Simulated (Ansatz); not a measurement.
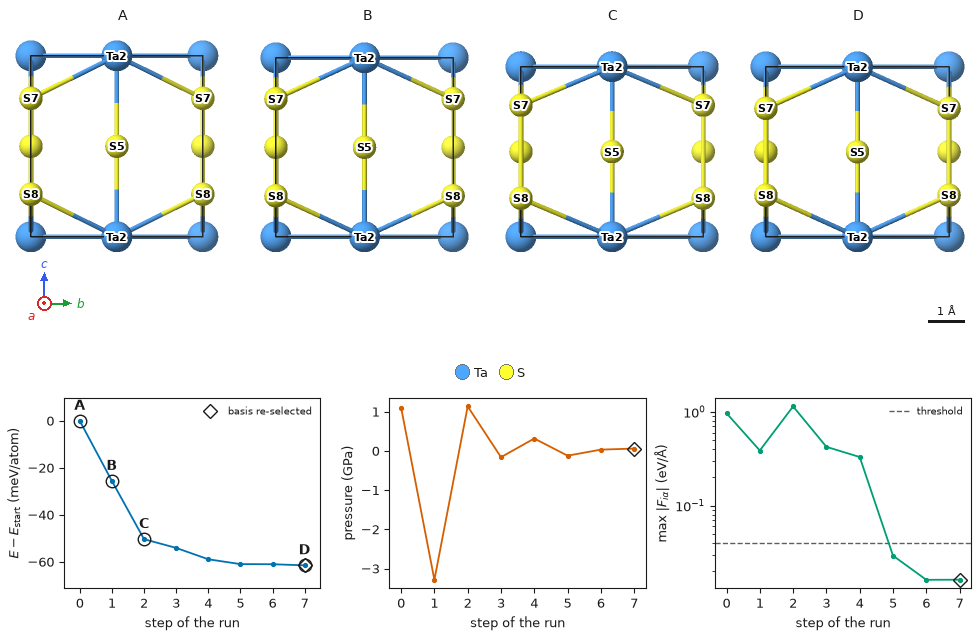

Frames of a relaxation of a crystal of Ta3S5 (a generated structure, set up in P6/mmm) (coarse preliminary run), marked on the history of the run. Style: ball-and-stick. Shown: the cell of the calculation, along the a axis.

These are results of Ansatz, DFT PBE, scalar-relativistic, plane waves, PAW, not measurements.

Input
```yaml
crystal:
  lattice:
    - [5.5497149957, 0.0, 0.0]
    - [-2.7748574979, 4.80619417, 0.0]
    - [0.0, 0.0, 5.0592986711]
  atoms:
    - { symbol: Ta, position: [0.5, 0.0, 0.0] }
    - { symbol: Ta, position: [0.0, 0.5, 0.0] }
    - { symbol: Ta, position: [0.5, 0.5, 0.0] }
    - { symbol: S, position: [0.5, 0.0, 0.5] }
    - { symbol: S, position: [0.0, 0.5, 0.5] }
    - { symbol: S, position: [0.5, 0.5, 0.5] }
    - { symbol: S, position: [0.0, 0.0, 0.7649222706] }
    - { symbol: S, position: [0.0, 0.0, 0.2350777294] }
basis:
  ecutwfc: 420
kpoints:
  mp_grid: { grid: [6, 6, 4] }
hamiltonian:
  xc: pbe
scf:
  occupations: { method: gaussian, width: 0.1 }
  lower_state_search: "off"
output:
  forces: true
  stress: true
  eigenvalues: true
relax:
  adjacent_minimum: "off"
  f_tol: 0.04
  max_steps: 70
  cell: { stress_tol: 0.4 }
```

Run as
```bash
ansatz run input.yaml --threads 1 --pin off --max-ram 2560MiB --backend cpu --events-out ev --progress --plain --runs-dir out
```

Q: Describe the path.

A: The largest moves relative to the cell, 0.044 Å, are those of S7 and S8. S8 goes along +c. Ta stays in place. Cell: a = b 5.550 → 5.911 Å (+6.5 %), c 5.059 → 4.751 Å (−6.1 %). Volume +6.5 %. Near-neighbour distances that change, for instance: S7–S8 2.681 → 2.429 Å, Ta1–Ta2 2.775 → 2.956 Å, Ta1–S7 3.019 → 3.176 Å, Ta1–S4 2.530 → 2.375 Å. The space group stays P6/mmm (No. 191). The energy falls by 61.5 meV per atom in 6 accepted moves (7 points after the start). The largest force component goes from 0.97 to 0.016 eV/Å. The pressure goes from 1.11 to 0.06 GPa. The SCF was repeated once at an unchanged geometry on a basis and grid sized afresh for the cell, which shifted the energy by 0.5 meV per atom at most. Cost: 51 s on 1 thread of Arm Neoverse V2, on a shared host, peak memory 0.43 GiB. From step 0 to 1: S atoms move most (0.03 Å), volume +5.0 %, energy −25.6 meV per atom. From step 1 to 2: volume +0.7 %, energy −24.8 meV per atom. From step 2 to 7: S atoms move most (0.08 Å), volume +0.7 %, energy −11.1 meV per atom.

```csv
step,"E − E(0), meV/atom","largest force component, eV/Å","pressure, GPa","volume, Å³/atom",note
0,0.00,0.9684,1.11,16.868,
1,-25.58,0.3874,-3.28,17.716,
2,-50.33,1.1433,1.14,17.838,
3,-54.06,0.4240,-0.16,17.715,
4,-58.89,0.3302,0.32,17.792,
5,-60.95,0.0293,-0.12,17.958,
6,-60.99,0.0162,0.04,17.971,
7,-61.47,0.0162,0.06,17.971,"same geometry, new basis"
```
